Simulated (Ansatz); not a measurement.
# Geometry relaxation of C12H27N (part 1 of 4)

The run: geometry relaxation of C12H27N (disordered cell, 40 atoms in the cell). Method and program: DFT r2SCAN-D3(BJ), scalar-relativistic, plane waves, PAW, no spin polarisation (Ansatz 0.2.0).

It belongs to a series of runs on one base structure; here: start relaxed. Figures and captions count atoms from 1; the log counts them from 0 in places.

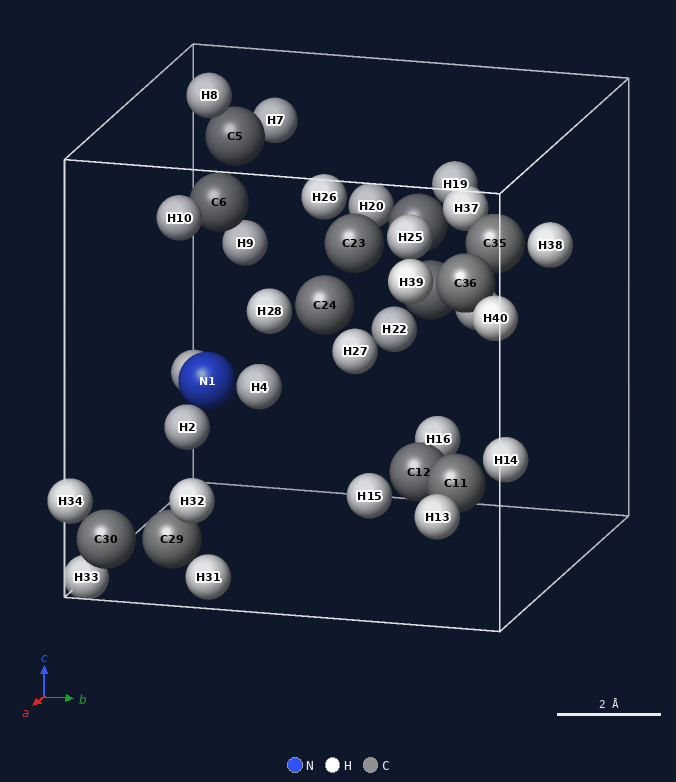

Fig. 1: The input geometry (spheres-only view of the cell of the calculation, seen slightly off an axis; atoms are numbered from 1 in the order of the input).

**Results in brief**

```csv
quantity,value
outcome,converged
electrons treated,80
free energy,−3836.5231 eV
Fermi energy,−1.440 eV
final volume,690.30 Å³
largest force (length of the vector) at the end,0.047 eV/Å
hardware,"1 thread of Intel Xeon (Sapphire Rapids), 16 GiB of memory available, shared host"
wall time,5 min
peak memory,1.4 GiB
```

Notes on the run: the dispersion correction has no parameters fitted for this combination and takes those fitted for r2SCAN with other terms. The input asks for low accuracy. The k-point mesh is coarse for a cell of this size, so the results may not be converged.

**Input**
```yaml
accuracy: low
crystal:
  lattice:
    - [8.837836, 0.0, 0.0]
    - [0.0, 8.837836, 0.0]
    - [0.0, 0.0, 8.837836]
  atoms:
    - { symbol: "N", position: [0.2795446, 0.1147817, 0.3135988] }
    - { symbol: H, position: [0.3447958, 0.087756, 0.2227781] }
    - { symbol: H, position: [0.1818063, 0.0551868, 0.3021012] }
    - { symbol: H, position: [0.2514491, 0.2256799, 0.301403] }
    - { symbol: C, position: [0.0435194, 0.1090915, 0.8095631] }
    - { symbol: C, position: [0.1094343, 0.0915889, 0.674785] }
    - { symbol: H, position: [-0.0629113, 0.1689464, 0.8220485] }
    - { symbol: H, position: [0.0936403, 0.0641889, 0.9122161] }
    - { symbol: H, position: [0.0593134, 0.1364915, 0.572132] }
    - { symbol: H, position: [0.215865, 0.031734, 0.6622996] }
    - { symbol: C, position: [0.6933871, 0.8079995, 0.2424897] }
    - { symbol: C, position: [0.5939977, 0.6946192, 0.2333834] }
    - { symbol: H, position: [0.8063025, 0.7987674, 0.1952576] }
    - { symbol: H, position: [0.6653781, 0.9140901, 0.2975011] }
    - { symbol: H, position: [0.6220067, 0.5885286, 0.178372] }
    - { symbol: H, position: [0.4810824, 0.7038513, 0.2806155] }
    - { symbol: C, position: [0.0613309, 0.5351904, 0.6484049] }
    - { symbol: C, position: [0.112224, 0.5787953, 0.5130359] }
    - { symbol: H, position: [0.0470929, 0.6148416, 0.7407031] }
    - { symbol: H, position: [0.0320919, 0.4182884, 0.6717498] }
    - { symbol: H, position: [0.141463, 0.6956973, 0.489691] }
    - { symbol: H, position: [0.126462, 0.4991441, 0.4207377] }
    - { symbol: C, position: [0.5519606, 0.5331616, 0.7320743] }
    - { symbol: C, position: [0.6173686, 0.4847516, 0.6048166] }
    - { symbol: H, position: [0.5161354, 0.6497444, 0.7458944] }
    - { symbol: H, position: [0.5319091, 0.4579346, 0.826968] }
    - { symbol: H, position: [0.6374202, 0.5599787, 0.5099229] }
    - { symbol: H, position: [0.6531939, 0.3681689, 0.5909965] }
    - { symbol: C, position: [0.9332008, 0.2272051, 0.1335642] }
    - { symbol: C, position: [0.9346715, 0.0766197, 0.1218108] }
    - { symbol: H, position: [0.8939833, 0.2987016, 0.0418243] }
    - { symbol: H, position: [0.971162, 0.2843508, 0.2353449] }
    - { symbol: H, position: [0.8967103, 0.0194741, 0.0200301] }
    - { symbol: H, position: [0.973889, 0.0051232, 0.2135508] }
    - { symbol: C, position: [0.6951963, 0.8992056, 0.7981657] }
    - { symbol: C, position: [0.8326739, 0.8717403, 0.7419355] }
    - { symbol: H, position: [0.6300313, 0.8119473, 0.8547828] }
    - { symbol: H, position: [0.642917, 1.009927, 0.7895851] }
    - { symbol: H, position: [0.8849532, 0.7610189, 0.7505162] }
    - { symbol: H, position: [0.8978389, 0.9589986, 0.6853185] }
basis:
  ecutwfc: 500.0
kpoints:
  mp_grid: { grid: [1, 1, 1] }
hamiltonian:
  xc: r2scan
  dispersion: d3bj
scf:
  occupations: { method: fermi_dirac, width: 0.02 }
  lower_state_search: "off"
relax:
  f_tol: 0.3
  max_steps: 15
  adjacent_minimum: "off"
```

Launched with:
```bash
ansatz run input.yaml --threads 1 --pin off --max-ram 3072MiB --backend cpu --events-out ev --progress --plain --runs-dir out
```

**Log**
```
Warning: the engine holds no damping parameters fitted to this dispersion correction and functional, so the run takes those fitted to r2scan beside the three-body term, which d3bj leaves out (hamiltonian.dispersion, under Limitations)
settings of this run that can trade accuracy for cost: accuracy: low. Do not mix this run's numbers with those of runs without the same settings; the input reference describes each key
Engine: ansatz 0.2.0, x86_64-unknown-linux-gnu
Pseudopotentials: kind: paw
Pseudopotential: N, paw, valence charge 5, recommended cutoff 500 eV (meta_gga), N.paw.azcp
Pseudopotential: H, paw, valence charge 1, recommended cutoff 500 eV (meta_gga), H.paw.azcp
Pseudopotential: C, paw, valence charge 4, recommended cutoff 500 eV (meta_gga), C.paw.azcp
Functional definition: r2SCAN
  parameter k0 = 0.174
  parameter k1 = 0.065
  parameter a1 = 4.9479
  exchange = r2scan_x(k0 = k0, k1 = k1, a1 = a1)
  correlation = r2scan_c
Crystal: 40 atoms, lattice volume = 690.300 Å³
Basis set: ecut = 500 eV, 17461 PW (Γ), exchange–correlation on 216×216×216 points (27 copies of the dense FFT grid, shifted against one another)
Bands: 80, of which v1, the nominal top of the filled ones, is band 40 counted from 1 (39 counted from 0)
Symmetry: 1 space group operations
Space group: P1 (ITA 1), of the structure as read, at distance tolerance 8.8e-5 Å
k-points: 1
Non-local potential: N, projectors of the file, l = 0: 2, l = 1: 2, l = 2: 1
Non-local potential: H, projectors of the file, l = 0: 2, l = 1: 1
Non-local potential: C, projectors of the file, l = 0: 2, l = 1: 2, l = 2: 1
PAW form: soft (Blöchl's): semilocal exchange-correlation on the pseudo side does not see the compensation charge
PAW frozen core: N, regenerated for the run's functional (the file was generated under x = pbe(κ = 0.804, μ = 0.2195149727645171), c = pbe(β = 0.06672455060314922))
PAW frozen core: C, regenerated for the run's functional (the file was generated under x = pbe(κ = 0.804, μ = 0.2195149727645171), c = pbe(β = 0.06672455060314922))
PAW one-centre angular grid: N, 302 points (default); XC on 160 Gauss nodes
PAW one-centre angular grid: H, 302 points (default); XC on 160 Gauss nodes
PAW one-centre angular grid: C, 302 points (default); XC on 239 of its mesh's 2573 points in the sphere
Initial density: superposition of atomic densities (neutral atoms: chi_scale 0, normalization atom), corrected by the library's trained network
Initial wavefunctions: pseudopotential atomic-orbital guess
Functional: x = r2scan, c = r2scan; τ floored in thin density (d = 2e-4 eV/Å³)
SCF iter   1: F=-3835.492495 eV  HF=-3836.207016 eV  |F-HF|=7.15e-1  |Δ(HF+E_count)|=         —  Δρ=3.79e-3  dr2=1.01e-1  dr2_τ=2.83e0  ethr=1.77e-3  ⟨swp⟩=6.0  Hψ=380  notcnv=0  defer=13
preconditioner: auto → Resta (q_TF=auto, 1.905 Å⁻¹)  ε∞=1.8  [insulator: Δε(μ)=4.870 eV  Ē_g=14.450 eV  σ=0.020 eV  W_gap=1.00  n_scr=80 (ndim 8)  ℏωp=12.6 eV  f_vac=0.423  D(μ)=0.00/eV (n_scr^D=0)  ε∞_Penn≈1.8]
SCF iter   2: F=-3835.540359 eV  HF=-3835.522935 eV  |F-HF|=1.74e-2  |Δ(HF+E_count)|=   6.84e-1  Δρ=2.53e-3  dr2=3.15e-2  dr2_τ=8.93e-4  ethr=1.26e-4  ⟨swp⟩=3.0  Hψ=149  notcnv=0  defer=33
SCF iter   3: F=-3835.541678 eV  HF=-3835.544418 eV  |F-HF|=2.74e-3  |Δ(HF+E_count)|=   2.15e-2  Δρ=1.01e-3  dr2=9.08e-3  dr2_τ=1.30e-3  ethr=3.94e-5  ⟨swp⟩=4.0  Hψ=104  notcnv=0
automatic band count: iteration 3 solves 47 bands in place of 80: the levels show a gap, and the empty bands left out lie too high to hold charge; the band table lists the bands solved (type scf.n_extra_bands for more)
SCF iter   4: F=-3835.545590 eV  HF=-3835.544572 eV  |F-HF|=1.02e-3  |Δ(HF+E_count)|=   1.54e-4  Δρ=3.23e-4  dr2=7.63e-4  dr2_τ=5.43e-5  ethr=1.14e-5  ⟨swp⟩=2.0  Hψ=94  notcnv=0
SCF iter   5: F=-3835.545760 eV  HF=-3835.545408 eV  |F-HF|=3.52e-4  |Δ(HF+E_count)|=   8.36e-4  Δρ=1.52e-4  dr2=2.44e-4  dr2_τ=2.45e-5  ethr=9.54e-7  ⟨swp⟩=2.0  Hψ=93  notcnv=0
SCF iter   6: F=-3835.545872 eV  HF=-3835.545827 eV  |F-HF|=4.48e-5  |Δ(HF+E_count)|=   4.19e-4  Δρ=5.69e-5  dr2=2.63e-5  dr2_τ=2.99e-6  ethr=3.05e-7  ⟨swp⟩=2.0  Hψ=93  notcnv=0
SCF iter   7: F=-3835.545881 eV  HF=-3835.545872 eV  |F-HF|=9.39e-6  |Δ(HF+E_count)|=   4.53e-5  Δρ=2.22e-5  dr2=3.55e-6  dr2_τ=3.71e-7  ethr=3.29e-8  ⟨swp⟩=4.0  Hψ=158  notcnv=0
SCF 1 converged in 7 iterations: F = -3835.545881 eV  dr2 = 3.55e-6
  greatest PAW one-centre occupation: 0.806 electrons in one spin orbital (limit 2), on the N atom at site 0 (counted from 0), in its partial waves of l = 0
relax step   1: F+E_penalty+E_count = -3835.54588145 eV  Δ(F+E_penalty+E_count) = +0.000e0 eV  max|allowed force component| = 1.017e0 eV/Å  Δτ_max = 0.0000 Å  (7 SCF iters, dr2 threshold 1.00e-4 eV, accepted)
Initial density: handed on by an earlier stage of this run
Initial wavefunctions: those handed on with the density
iter 1 solved again at ethr=1.26e-3 eV; its pass at ethr=3.10e-3 eV (dr2=1.01e0 eV) is discarded
SCF iter   1: F=-3835.558170 eV  HF=-3835.967406 eV  |F-HF|=4.09e-1  |Δ(HF+E_count)|=         —  Δρ=1.64e-2  dr2=1.03e0  dr2_τ=9.70e-1  ethr=1.26e-3  ⟨swp⟩=1.0  Hψ=220  notcnv=0  defer=1
automatic band count: iteration 1 solves 46 bands in place of 80: the levels show a gap, and the empty bands left out lie too high to hold charge; the band table lists the bands solved (type scf.n_extra_bands for more)
preconditioner: auto → Resta (q_TF=auto, 1.905 Å⁻¹)  ε∞=2.2  [insulator: Δε(μ)=5.046 eV  Ē_g=11.379 eV  σ=0.020 eV  W_gap=1.00  n_scr=80 (ndim 8)  ℏωp=12.6 eV  f_vac=0.426  D(μ)=0.00/eV (n_scr^D=0)  ε∞_Penn≈2.2  vacuum switching on, ρ_ref=9.4e-3 e/Å³]
SCF iter   2: F=-3835.835953 eV  HF=-3835.827998 eV  |F-HF|=7.96e-3  |Δ(HF+E_count)|=   1.39e-1  Δρ=7.42e-3  dr2=1.49e-1  dr2_τ=8.33e-3  ethr=1.26e-3  ⟨swp⟩=4.0  Hψ=95  notcnv=0  defer=1
SCF iter   3: F=-3835.846451 eV  HF=-3835.853610 eV  |F-HF|=7.16e-3  |Δ(HF+E_count)|=   2.56e-2  Δρ=2.08e-3  dr2=2.13e-2  dr2_τ=2.80e-3  ethr=1.86e-4  ⟨swp⟩=4.0  Hψ=95  notcnv=0  defer=2
SCF iter   4: F=-3835.854036 eV  HF=-3835.854406 eV  |F-HF|=3.70e-4  |Δ(HF+E_count)|=   7.96e-4  Δρ=6.81e-4  dr2=2.47e-3  dr2_τ=4.66e-4  ethr=2.66e-5  ⟨swp⟩=5.0  Hψ=105  notcnv=0  defer=1
SCF iter   5: F=-3835.854894 eV  HF=-3835.854894 eV  |F-HF|=1.24e-8  |Δ(HF+E_count)|=   4.88e-4  Δρ=1.64e-4  dr2=1.98e-4  dr2_τ=5.14e-6  ethr=3.09e-6  ⟨swp⟩=2.0  Hψ=88  notcnv=0  defer=1
SCF iter   6: F=-3835.854977 eV  HF=-3835.854976 eV  |F-HF|=1.33e-6  |Δ(HF+E_count)|=   8.20e-5  Δρ=3.90e-5  dr2=1.22e-5  dr2_τ=1.33e-6  ethr=2.47e-7  ⟨swp⟩=2.0  Hψ=87  notcnv=0  defer=1
SCF iter   7: F=-3835.855265 eV  HF=-3835.855265 eV  |F-HF|=6.98e-8  |Δ(HF+E_count)|=   2.90e-4  Δρ=1.41e-5  dr2=1.60e-6  dr2_τ=2.12e-7  ethr=1.52e-8  ⟨swp⟩=2.0  Hψ=86  notcnv=0  defer=1
SCF iter   8: F=-3835.855266 eV  HF=-3835.855266 eV  |F-HF|=9.25e-8  |Δ(HF+E_count)|=   7.14e-7  Δρ=4.47e-6  dr2=1.33e-7  dr2_τ=2.39e-8  ethr=2.00e-9  ⟨swp⟩=2.0  Hψ=81  notcnv=0  defer=1
SCF iter   9: F=-3835.855266 eV  HF=-3835.855266 eV  |F-HF|=1.22e-8  |Δ(HF+E_count)|=   1.35e-7  Δρ=1.39e-6  dr2=1.29e-8  dr2_τ=2.35e-9  ethr=1.25e-10  ⟨swp⟩=5.0  Hψ=171  notcnv=0
SCF 2 converged in 9 iterations: F = -3835.855266 eV  dr2 = 1.29e-8
  greatest PAW one-centre occupation: 0.807 electrons in one spin orbital (limit 2), on the N atom at site 0 (counted from 0), in its partial waves of l = 0
[...]
relax step   2: F+E_penalty+E_count = -3835.85526598 eV  Δ(F+E_penalty+E_count) = -3.094e-1 eV  max|allowed force component| = 6.278e-1 eV/Å  Δτ_max = 0.1946 Å  (9 SCF iters, accepted)
automatic band count: iteration 1 solves 46 bands in place of 80: the levels show a gap, and the empty bands left out lie too high to hold charge; the band table lists the bands solved (type scf.n_extra_bands for more)
preconditioner: auto → Resta (q_TF=auto, 1.905 Å⁻¹)  ε∞=2.2  [insulator: Δε(μ)=5.201 eV  Ē_g=11.349 eV  σ=0.020 eV  W_gap=1.00  n_scr=80 (ndim 8)  ℏωp=12.6 eV  f_vac=0.417  D(μ)=0.00/eV (n_scr^D=0)  ε∞_Penn≈2.2  vacuum switching on, ρ_ref=9.3e-3 e/Å³]
relax step   3: F+E_penalty+E_count = -3836.14200890 eV  Δ(F+E_penalty+E_count) = -2.867e-1 eV  max|allowed force component| = 3.732e-1 eV/Å  Δτ_max = 0.1916 Å  (9 SCF iters, accepted)
automatic band count: iteration 1 solves 47 bands in place of 80: the levels show a gap, and the empty bands left out lie too high to hold charge; the band table lists the bands solved (type scf.n_extra_bands for more)
preconditioner: auto → Resta (q_TF=auto, 1.905 Å⁻¹)  ε∞=2.2  [insulator: Δε(μ)=5.289 eV  Ē_g=11.415 eV  σ=0.020 eV  W_gap=1.00  n_scr=80 (ndim 8)  ℏωp=12.6 eV  f_vac=0.411  D(μ)=0.00/eV (n_scr^D=0)  ε∞_Penn≈2.2  vacuum switching on, ρ_ref=9.4e-3 e/Å³]
  greatest PAW one-centre occupation: 0.808 electrons in one spin orbital (limit 2), on the N atom at site 0 (counted from 0), in its partial waves of l = 0
relax step   4: F+E_penalty+E_count = -3836.25067198 eV  Δ(F+E_penalty+E_count) = -1.087e-1 eV  max|allowed force component| = 3.456e-1 eV/Å  Δτ_max = 0.2000 Å  (9 SCF iters, accepted)
automatic band count: iteration 1 solves 47 bands in place of 80: the levels show a gap, and the empty bands left out lie too high to hold charge; the band table lists the bands solved (type scf.n_extra_bands for more)
preconditioner: auto → Resta (q_TF=auto, 1.905 Å⁻¹)  ε∞=2.2  [insulator: Δε(μ)=5.321 eV  Ē_g=11.404 eV  σ=0.020 eV  W_gap=1.00  n_scr=80 (ndim 8)  ℏωp=12.6 eV  f_vac=0.405  D(μ)=0.00/eV (n_scr^D=0)  ε∞_Penn≈2.2  vacuum switching on, ρ_ref=9.4e-3 e/Å³]
relax step   5: F+E_penalty+E_count = -3836.31998648 eV  Δ(F+E_penalty+E_count) = -6.931e-2 eV  max|allowed force component| = 3.872e-1 eV/Å  Δτ_max = 0.1913 Å  (9 SCF iters, accepted)
automatic band count: iteration 1 solves 47 bands in place of 80: the levels show a gap, and the empty bands left out lie too high to hold charge; the band table lists the bands solved (type scf.n_extra_bands for more)
preconditioner: auto → Resta (q_TF=auto, 1.905 Å⁻¹)  ε∞=2.2  [insulator: Δε(μ)=5.300 eV  Ē_g=11.403 eV  σ=0.020 eV  W_gap=1.00  n_scr=80 (ndim 8)  ℏωp=12.6 eV  f_vac=0.402  D(μ)=0.00/eV (n_scr^D=0)  ε∞_Penn≈2.2  vacuum switching on, ρ_ref=9.4e-3 e/Å³]
  greatest PAW one-centre occupation: 0.805 electrons in one spin orbital (limit 2), on the N atom at site 0 (counted from 0), in its partial waves of l = 0
relax step   6: F+E_penalty+E_count = -3836.34397407 eV  Δ(F+E_penalty+E_count) = -2.399e-2 eV  max|allowed force component| = 1.007e0 eV/Å  Δτ_max = 0.1950 Å  (6 SCF iters, dr2 threshold 1.00e-4 eV, accepted)
automatic band count: iteration 1 solves 47 bands in place of 80: the levels show a gap, and the empty bands left out lie too high to hold charge; the band table lists the bands solved (type scf.n_extra_bands for more)
preconditioner: auto → Resta (q_TF=auto, 1.905 Å⁻¹)  ε∞=2.2  [insulator: Δε(μ)=5.409 eV  Ē_g=11.424 eV  σ=0.020 eV  W_gap=1.00  n_scr=80 (ndim 8)  ℏωp=12.6 eV  f_vac=0.401  D(μ)=0.00/eV (n_scr^D=0)  ε∞_Penn≈2.2  vacuum switching on, ρ_ref=9.5e-3 e/Å³]
relax step   7: F+E_penalty+E_count = -3836.38081345 eV  Δ(F+E_penalty+E_count) = -3.684e-2 eV  max|allowed force component| = 8.169e-1 eV/Å  Δτ_max = 0.1979 Å  (6 SCF iters, dr2 threshold 1.00e-4 eV, accepted)
automatic band count: iteration 1 solves 47 bands in place of 80: the levels show a gap, and the empty bands left out lie too high to hold charge; the band table lists the bands solved (type scf.n_extra_bands for more)
preconditioner: auto → Resta (q_TF=auto, 1.905 Å⁻¹)  ε∞=2.2  [insulator: Δε(μ)=5.359 eV  Ē_g=11.468 eV  σ=0.020 eV  W_gap=1.00  n_scr=80 (ndim 8)  ℏωp=12.6 eV  f_vac=0.400  D(μ)=0.00/eV (n_scr^D=0)  ε∞_Penn≈2.2  vacuum switching on, ρ_ref=9.5e-3 e/Å³]
relax step   8: F+E_penalty+E_count = -3836.40136472 eV  Δ(F+E_penalty+E_count) = -2.055e-2 eV  max|allowed force component| = 5.521e-1 eV/Å  Δτ_max = 0.2000 Å  (7 SCF iters, dr2 threshold 1.00e-4 eV, accepted)
automatic band count: iteration 1 solves 47 bands in place of 80: the levels show a gap, and the empty bands left out lie too high to hold charge; the band table lists the bands solved (type scf.n_extra_bands for more)
preconditioner: auto → Resta (q_TF=auto, 1.905 Å⁻¹)  ε∞=2.2  [insulator: Δε(μ)=5.318 eV  Ē_g=11.415 eV  σ=0.020 eV  W_gap=1.00  n_scr=80 (ndim 8)  ℏωp=12.6 eV  f_vac=0.397  D(μ)=0.00/eV (n_scr^D=0)  ε∞_Penn≈2.2  vacuum switching on, ρ_ref=9.4e-3 e/Å³]
```
